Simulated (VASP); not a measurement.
```
Sn
1.0
   -2.91161     2.91161     1.58037
    2.91161    -2.91161     1.58037
    2.91161     2.91161    -1.58037
Sn
2
Cartesian
  2.91161   0.00000   0.79018
  0.00000   0.00000   0.00000
```

All values below come from AM05 GGA, VASP's PBE PAW potentials (set 64) (plane waves; VASP 6.6.1). Numerical set-up: 520 eV cut-off, 15×15×15 Γ-centred mesh, tetrahedra with Blöchl corrections, potentials Sn_d.

Unless said otherwise, spin-orbit coupling is left out, though it shifts the bands of the heavy elements here.

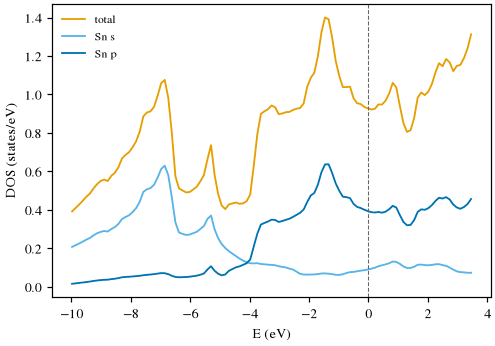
*Total and projected density of states, zero at the Fermi level*

Within 2 eV below the Fermi level the largest weight inside VASP's projection spheres is Sn p.

It has no gap at this level: it comes out as a metal or semimetal.

The compound is Sn in the beta structure. It was relaxed first.
